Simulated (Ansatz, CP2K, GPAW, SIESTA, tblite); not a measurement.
# Running random packing of Pb (141 atoms) with GPAW

How near does GPAW come to plane waves for random packing of Pb (141 atoms)?

Method: the method is named at each step, in GPAW 26.7.0.

**1. The starting structure**

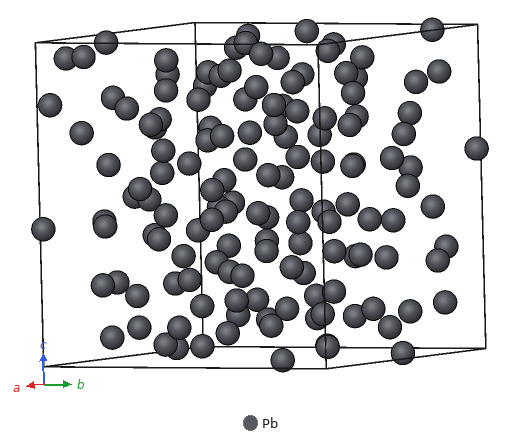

The cell as given, slightly off an axis (lead dark grey).

The cell holds 141 atoms: 141 Pb. Cell: a = 16.375 Å, b = 16.375 Å, c = 16.375 Å, α = 90.0°, β = 90.0°, γ = 90.0°. 141 atoms (141 Pb) packed at random in a cube at 11 g/cm³ and pushed apart as soft spheres; a start for melting by ab initio MD, not an equilibrated structure. Then every atom was moved at random, 0.03 Å r.m.s. a Cartesian component.

The yardstick, on the same geometry:

- method: Kohn-Sham DFT, PBE, PAW, plane waves (Ansatz 0.2.0); cutoff 420 eV, Γ point, fermi-dirac smearing of 0.05 eV; PAW set soft_2
- r.m.s. force component: 1.159 eV/Å
- longest force: 4.235 eV/Å
- pressure: 12.95 GPa
- SCF cycles: 9
- time: 2.7 min on 16 threads of Arm Neoverse N1, shared host
- CPU time: 42 min

**2. PBE, LCAO dzp, h 0.2 Å, other mixer settings**

Method: Kohn-Sham DFT, PBE, PAW, atomic orbitals (dzp).

run.py reads:

```python
import numpy as np
from ase.io import read
from gpaw import GPAW, FermiDirac, Mixer
from ase.parallel import parprint as print

atoms = read("structure.xyz")
atoms.calc = GPAW(
    mode="lcao",
    basis="dzp",
    h=0.2,
    xc="PBE",
    kpts={"size": (1, 1, 1), "gamma": True},
    occupations=FermiDirac(0.05),
    mixer=Mixer(0.03, 7, 100),
    maxiter=200,
    symmetry={"point_group": False},
    txt="gpaw.txt",
)
energy = atoms.get_potential_energy(force_consistent=True)
forces = atoms.get_forces()
print(f"energy {energy:.6f} eV")
print("forces (eV/A)")
for i, (a, f) in enumerate(zip(atoms, forces)):
    print(f"{i:4d} {a.symbol:2s} {f[0]:10.5f} {f[1]:10.5f} {f[2]:10.5f}")
print(f"Fermi level {atoms.calc.get_fermi_level():.4f} eV")
for k in range(len(atoms.calc.get_ibz_k_points())):
    for s in range(atoms.calc.get_number_of_spins()):
        e = atoms.calc.get_eigenvalues(kpt=k, spin=s)
        n = np.searchsorted(e, atoms.calc.get_fermi_level())
        print(f"k {k} spin {s} levels about the Fermi level:", np.round(e[max(n - 6, 0):n], 4).tolist(), "|", np.round(e[n:n + 6], 4).tolist())
```

structure.xyz reads:

```xyz
141
Lattice="16.37540 0.00000 0.00000 0.00000 16.37540 0.00000 0.00000 0.00000 16.37540" Properties=species:S:1:pos:R:3 pbc="T T T"
Pb 3.47224 2.71717 11.28527
Pb 11.95093 5.41240 1.73170
Pb 1.18623 6.45797 5.34035
Pb 7.26298 4.80945 14.34321
Pb 0.76997 5.39373 12.24307
Pb 15.61951 0.33078 13.17712
Pb 2.82165 1.59939 2.22935
Pb 0.06730 6.50824 15.98812
Pb 7.32357 15.36913 10.07922
Pb 5.55093 6.20333 16.08621
Pb 4.81322 12.37260 14.99020
Pb 4.63440 4.69663 1.91085
Pb 9.36919 7.31522 2.95641
Pb 0.38564 6.83853 2.63104
Pb 7.00949 0.22549 2.99604
Pb 13.90501 0.34225 15.43381
Pb 9.46154 3.33567 10.51333
Pb 11.75868 8.31559 4.56317
Pb 12.35082 4.09156 8.23404
Pb 12.63706 3.08169 12.83831
Pb 7.85757 14.29196 7.01178
Pb 9.87486 3.82038 13.58487
Pb 14.29507 12.55764 13.17843
Pb 14.65320 4.62671 1.90200
Pb 10.51399 10.47895 11.97042
Pb 11.96911 10.67578 7.34355
Pb 5.12141 3.81105 4.60100
Pb 1.95506 14.62127 7.28492
Pb 7.55725 12.97685 14.37269
Pb 0.74934 2.05773 5.15530
Pb 12.59334 1.87777 1.25190
Pb 1.96849 7.25774 13.92253
Pb 0.71462 9.36853 4.67223
Pb 9.83179 9.59860 9.33693
Pb 3.64926 15.78752 4.67452
Pb 15.79702 10.35597 11.68581
Pb 9.93577 0.45114 15.98517
Pb 15.18278 3.09986 7.03978
Pb 8.14578 11.82353 9.92775
Pb 5.05852 0.39645 11.39548
Pb 8.49801 7.72739 15.91820
Pb 7.40266 2.00451 11.96207
Pb 7.58492 11.49095 0.58673
Pb 1.26762 11.92096 6.53133
Pb 4.32327 11.03358 7.52237
Pb 0.93192 3.71656 2.44779
Pb 5.59466 8.26368 11.00542
Pb 6.10688 0.81468 6.01812
Pb 16.23130 12.98848 15.88840
Pb 11.07124 7.78323 7.55938
Pb 3.22202 11.05274 11.89263
Pb 1.35474 10.00946 13.73339
Pb 4.31361 6.28946 5.65262
Pb 13.14191 14.41887 2.54932
Pb 1.45774 2.28944 8.51111
Pb 10.36874 1.01036 13.22788
[... 81 atom lines left out ...]
Pb 8.87072 3.49795 3.76241
Pb 2.32236 6.13684 8.73906
Pb 0.25087 16.27977 10.12163
Pb 1.27532 7.78372 10.82725
```

On the command line:

```bash
> OMP_NUM_THREADS=1 mpirun -np 4 gpaw python run.py > output.txt
```

Output:

```text
energy -383.958004 eV
forces (eV/A)
   0 Pb   -0.83775   -0.09797   -0.99736
   1 Pb   -0.54675    0.10576    2.44546
   2 Pb    1.46233   -1.81364   -0.07576
   3 Pb   -0.46905   -0.81277   -0.87206
   4 Pb    0.62042   -3.17671   -0.17271
   5 Pb   -0.45827   -0.38907   -1.26885
   6 Pb    1.46173    0.54732   -0.44382
   7 Pb    0.23961   -1.70728   -1.09284
   8 Pb    1.22421   -1.67326    0.73803
   9 Pb   -1.73679    0.47102   -1.57343
  10 Pb   -0.43151    1.44659   -0.08692
  11 Pb   -0.74607   -0.46133   -0.12548
  12 Pb    0.03757   -0.67092    0.49623
  13 Pb    0.77191   -0.95799   -0.52686
  14 Pb   -0.10465    2.28765    1.75218
  15 Pb   -2.47492   -1.10190   -0.46841
  16 Pb    1.11972    0.96051    0.00258
  17 Pb   -1.58843    0.01680    0.42782
  18 Pb   -3.62699    1.80250   -0.18797
  19 Pb    0.67280    1.39696    1.28777
  20 Pb   -1.77649   -0.46897    0.42616
  21 Pb   -0.35021    1.16744    0.67141
  22 Pb    1.43032    1.98858    0.08165
  23 Pb    0.02735   -0.50857   -0.26899
[...]
133 Pb   -1.02895   -1.28228    0.54684
 134 Pb   -2.28621   -1.35731   -1.95579
 135 Pb   -0.82021   -0.36860    0.11473
 136 Pb    0.00275    1.25657    1.49410
 137 Pb   -1.67881   -0.63092   -0.90354
 138 Pb   -0.18653   -1.82036    1.00343
 139 Pb   -0.07354   -0.34803    0.43383
 140 Pb   -0.64290    0.25697    0.99967
Fermi level 7.3715 eV
k 0 spin 0 levels about the Fermi level: [7.2356, 7.2528, 7.2653, 7.2891, 7.3234, 7.3467] | [7.3992, 7.4149, 7.4517, 7.4693, 7.5082, 7.5146]
```

gpaw.txt:

```text
Input parameters:
  mode=LCAO(),
  basis={'default': 'dzp'},
  h=0.2,
  kpts=MonkhorstPack(size=(1, 1, 1), gamma=True),
  maxiter=200,
  mixer=Pulay(name='pulay', nmaxold=7, beta=0.03, weight=100, sigma=0.015, g_ss=None),
  occupations=Occupations(name='fermi-dirac', width=0.05, fixmagmom=False),
  symmetry=Symmetry(point_group=False),
  xc=XC(name='PBE')
Unit cell  # Å
| periodic |         x |         y |         z |   lengths |    angles |
|----------|-----------|-----------|-----------|-----------|-----------|
|      yes | 16.375400 |  0.000000 |  0.000000 | 16.375400 | 90.000000 |
|      yes |  0.000000 | 16.375400 |  0.000000 | 16.375400 | 90.000000 |
|      yes |  0.000000 |  0.000000 | 16.375400 | 16.375400 | 90.000000 |
Number of symmetries: 1
Symmetry operations  # r_c * U_cc + t_c -> r_c
|   | kind |            matrix            |
|---|------|------------------------------|
| 0 |  E   |  1, 0, 0,  0, 1, 0,  0, 0, 1 |
BZ-sampling:
  Number of BZ points: 1
[... lines left out ...]
        l=2, rc=9.8125 Bohr: d-type Gaussian polarization
      Number of RI-basis functions 0
Reference energy: -79985699.334350  # eV
eigensolver:
density mixing:
  Pulay-Mixer
  Linear mixing parameters: 0.03
occupation numbers:
  Fermi-Dirac:
    width: 0.0500  # eV
FastPoissonSolver using
    Stencil: 6*3+1=19 point O(h^6) finite-difference Laplacian
xc functional:
  name: PBE with 2 nearest neighbor stencil
interpolation: tri-quintic # 5. degree polynomial
Initialization done in: 13.980 s
convergence criteria:
- Maximum [total energy] change in last 3 cyles: 0.0005 eV / valence electron
- Maximum integral of absolute [dens]ity change: 0.0001 electrons / valence electron
- Maximum integral of absolute [eigenst]ate change: 4e-08 eV^2 / valence electron
maximum number of iterations: 200
SCF iterations
|iter     |      energy | eigst |  dens |
|---------|-------------|-------|-------|
|iter:   1| -398.970465 |      c|       |
|iter:   2| -397.396973 |      c| -1.53 |
|iter:   3| -386.185366 |      c| -1.55 |
|iter:   4| -384.021968 |      c| -1.85 |
|iter:   5| -383.783363 |      c| -2.13 |
|iter:   6| -383.723501c|      c| -2.21 |
|iter:   7| -383.694547c|      c| -2.28 |
|iter:   8| -383.670805c|      c| -2.34 |
[...]
|iter:  17| -383.658422c|      c| -3.85 |
|iter:  18| -383.658252c|      c| -3.89 |
|iter:  19| -383.658238c|      c| -4.17c|
Converged in 19 steps
SCF loop duration: 891.540 s (46.923 s/step)
Energy contributions relative to reference atoms: (reference = -79985699.334350)
Energy contributions:
  Kinetic:        1497.182023
  Coulomb:       -1245.060329
  Zero:              9.381809
  External:          0.000000
  Xc:             -644.861974
  Entropy:          -0.599533
  Spinorbit:         0.000000
  ----------------------------
  Free energy:    -383.958004
  Extrapolated:   -383.658238
dipole moment: (-12.011280, -106.026134, 133.770182)  # |e|*Ang
Fermi level: 7.371
Eigenvalues  # (at kpt = [0.000, 0.000, 0.000])
| band index |      eig [eV] | occ [0-2] |
|------------|---------------|-----------|
|          0 |       -11.069 |     2.000 |
|        ... |               |           |
|        979 |         7.187 |     1.952 |
|        980 |         7.209 |     1.926 |
[...]
|        994 |         7.564 |     0.041 |
|        ... |               |           |
|       1188 |        12.588 |     0.000 |
Gap: 0.053 eV
Transition (v -> c):
  (s=0, k=0, n=986, [0.00, 0.00, 0.00]) -> (s=0, k=0, n=987, [0.00, 0.00, 0.00])
No difference between direct/indirect transitions
Force computation time: 56.959  # s
```

Elapsed: 16 min, on 4 MPI ranks of Arm Neoverse N1, shared host; peak memory 8.1 GiB; 64 min of CPU time.

Banners, paths, timers and routine set-up lines are dropped from the logs unmarked, and long logs keep their key lines alone; longer cuts are marked.

Compared with the plane-wave run:

| Property | Result |
| --- | --- |
| r.m.s. force component | 1.242 eV/Å |
| r.m.s. difference of force components | 84.92 meV/Å |
| longest difference of force vectors | 320.8 meV/Å |
| force difference over r.m.s. force | 7.325 % |
| slope of forces against the reference's | 1.071 |
| correlation of force components | 0.9999 |

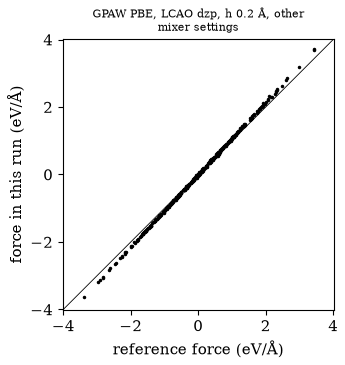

Force components against those of the reference; the line marks equality.

Local excerpt of 12 atoms (numbers count through the whole input) about Pb98, which bears the longest force; x, y, z are measured from there.

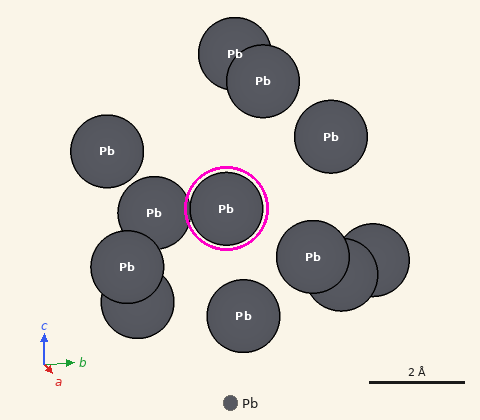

The atoms of the table, within 4.0 Å (arrows a, b, c point along x, y, z); some may hide others; the central atom is ringed.

| atom | x | y | z | distance (Å) | Fx | Fy | Fz (eV/Å) |
| --- | --- | --- | --- | --- | --- | --- | --- |
| Pb98 | 0.00 | 0.00 | 0.00 | 0.00 | 2.46 | 0.99 | 3.70 |
| Pb38 | 0.18 | -1.97 | -1.89 | 2.74 | 0.44 | -2.46 | -1.50 |
| Pb116 | -0.83 | 0.55 | -2.59 | 2.77 | -1.90 | -0.06 | -3.12 |
| Pb61 | -1.02 | -2.37 | 1.14 | 2.82 | 1.43 | -1.61 | 0.93 |
| Pb103 | 1.33 | 2.21 | -1.24 | 2.86 | 1.11 | 2.63 | 0.72 |
| Pb66 | -0.78 | 2.45 | 1.25 | 2.86 | 0.04 | 0.67 | 0.62 |
| Pb19 | -2.65 | -0.98 | -0.70 | 2.91 | -3.63 | 1.80 | -0.19 |
| Pb134 | -0.68 | 0.34 | 3.21 | 3.30 | -1.03 | -1.28 | 0.55 |
| Pb139 | 3.69 | 1.06 | -0.19 | 3.85 | -0.19 | -1.82 | 1.00 |
| Pb5 | 2.14 | 0.32 | 3.31 | 3.96 | 0.62 | -3.18 | -0.17 |
| Pb97 | -1.18 | 3.45 | -1.61 | 3.99 | 1.04 | 0.63 | -0.14 |
| Pb55 | 2.83 | -2.78 | -0.42 | 3.99 | 0.28 | 0.49 | 1.16 |

Atoms are counted from 1 here, from 0 in the log.

Forces lie 7.3 % from the reference's, at 1.5 times its CPU time (on 4 against 16 cores).

Further runs of this program without a result: GPAW PBE, LCAO dzp, h 0.2 Å (cut off at its time limit); GPAW PBE, LCAO szp(dzp), h 0.2 Å (cut off at its time limit); GPAW PBE, LCAO dzp, h 0.25 Å (cut off at its time limit).

**3. Summary of results**

* force difference from the reference: GPAW PBE, LCAO dzp, h 0.2 Å, other mixer settings, 7.3 %
* its CPU time: 64 min

**Reading.** The PBE run in local orbitals differs by 7.3 % (GPAW PBE, LCAO dzp, h 0.2 Å, other mixer settings); basis, grid and potentials can all enter. The reference's pressure of 13 GPa belongs to a cell and atoms that aren't relaxed at this level. The electronic-structure runs sample only Γ, in a cell whose shortest periodic width is 16 Å, which is coarse for a cell with partly filled levels. Spin–orbit coupling is left out, which matters for the levels of the heavy elements.

[Also dropped from logs without a mark: logging warnings of Python, and SIESTA's first energy breakdown and zero terms.]

[Logs are printed without paths, hosts, clocks, repeated set-up lines and the standing remarks that a program may print on its own settings, such as how far it seeks lower states.]

[Hosts, paths, dates, database ids (printed as entryN), source tags and the programs' standing remarks are cut or masked in the printed files.]
